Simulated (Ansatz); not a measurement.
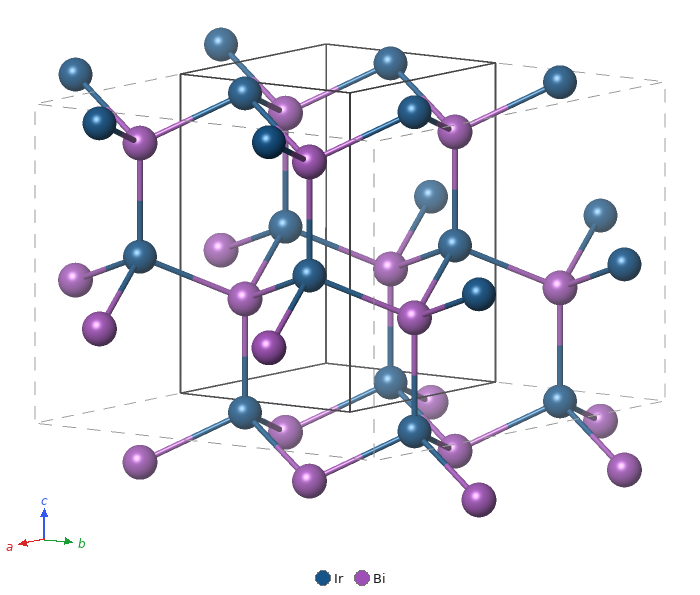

The compound is BiIr (space group P6_3mc, No. 186), taken as the input geometry of an electronic-structure calculation (not necessarily at equilibrium); the starting structure was generated, so it need not be a known form of this composition.

Bonds are taken as Bi–Ir below 3 Å; no other contact counts. Simplification: prune 0- and 1-connected atoms, fold 2-connected ones into links.

What kind of net remains, and which atoms are its nodes?

A uninodal 4-connected, three-periodic net: Ir and Bi are 4-connected nodes.

Which named net is it?

It is the lon net, known from lonsdaleite, wurtzite and tridymite.

Is the net interpenetrated?

It is a single net, without interpenetration.

Give the first eight terms of the coordination sequence (nodes one, two, three … edges away).

Ir and Bi: 4, 12, 25, 44, 67, 96, 130, 170.

How many nodes does the smallest cycle have?

Six.

The simplified net, drawn on the atoms' positions. Nodes are coloured by element. Short stubs are edges that leave the cut-out.

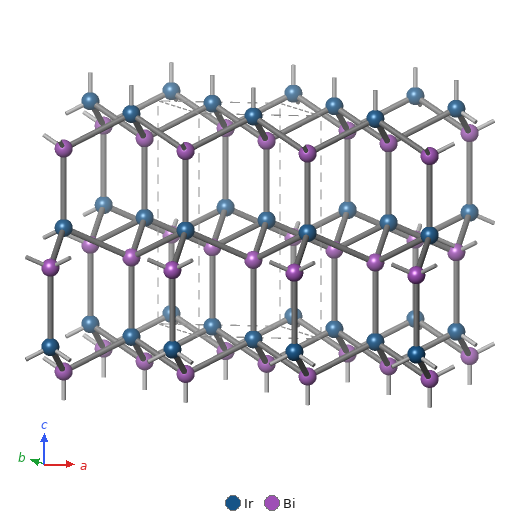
